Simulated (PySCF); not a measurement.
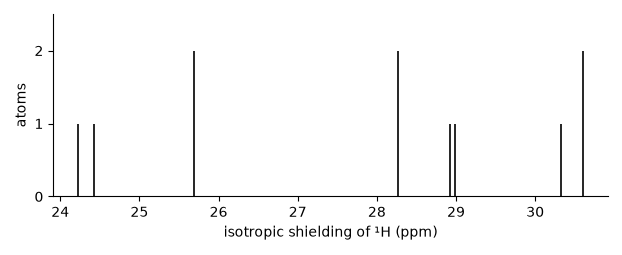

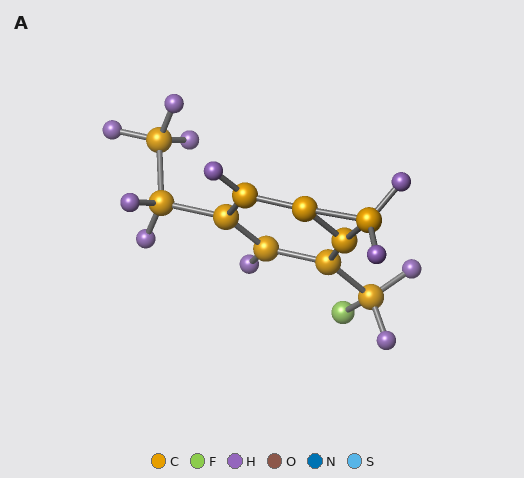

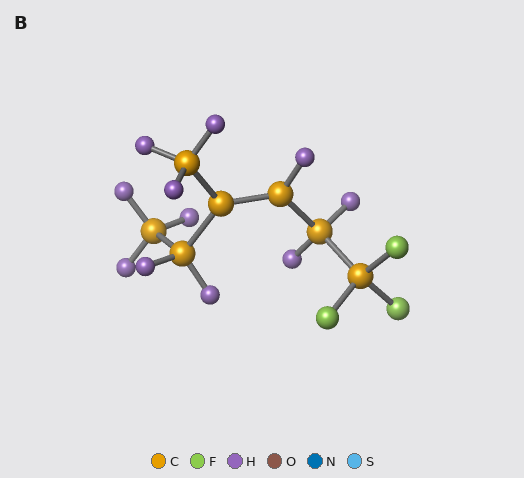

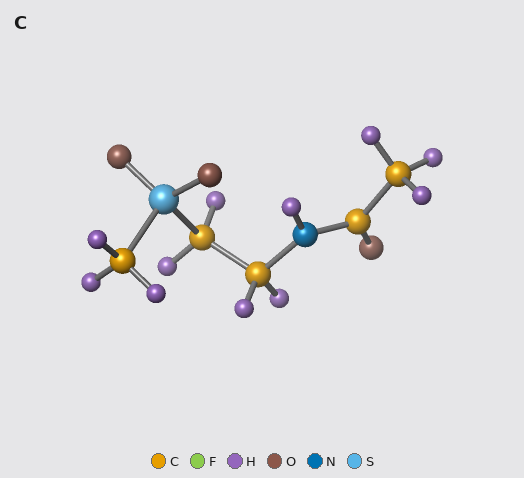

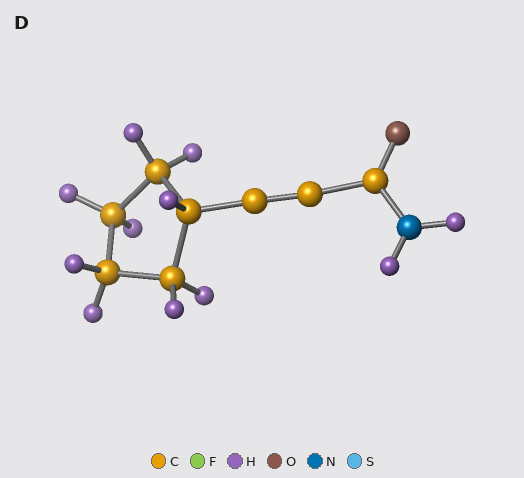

The sticks are computed shieldings of one of the molecules, for one fixed geometry (GFN2-xTB) without averaging over rotations. Low shielding means a high chemical shift. Method: GIAO PBE0/pcSseg-1 NMR shielding, non-relativistic, gas phase (PySCF 2.14.0).

Which molecule gives this pattern?

Answer. A, `CCc1cc(CF)c2c(c1)C2`. Its 11 H atoms give lines at 24.23, 24.43, 25.69 (2 atoms), 28.27 (2 atoms), 28.92, 28.98, 30.33, 30.60 (2 atoms) ppm.
